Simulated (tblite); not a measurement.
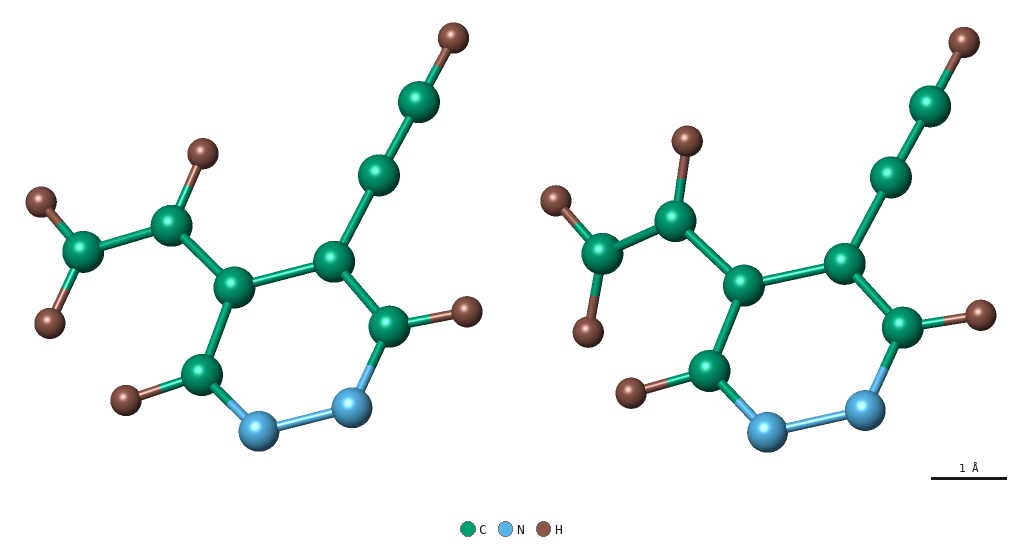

Two geometries of C8H6N2, drawn at one scale. One is the start of a relaxation, the other its converged end. A ball-and-stick model, seen at a tilt.

All numbers below come from tblite 0.8.0, GFN2-xTB geometry optimisation, gas phase. 

> Which geometry has the lower energy?

The left one is the relaxed one. An H atom moves most after the best rigid fit: 0.66 Å. By element the largest moves are H 0.66 Å, C 0.22 Å, N 0.08 Å. Near-neighbour distances that change, for instance: N–N 1.352 → 1.303 Å, C–N 1.362 → 1.313 Å, C–C 1.449 → 1.412 Å, C–C 1.375 → 1.405 Å. Among the angles between lasting bonds that change: C–C–C 120.8° → 124.0°, C–C–C 119.0° → 116.9°, C–C–C 123.0° → 121.0°. Groups turn about C–C by about 25°. The energy falls by 6.05 kcal/mol in 66 geometry steps.
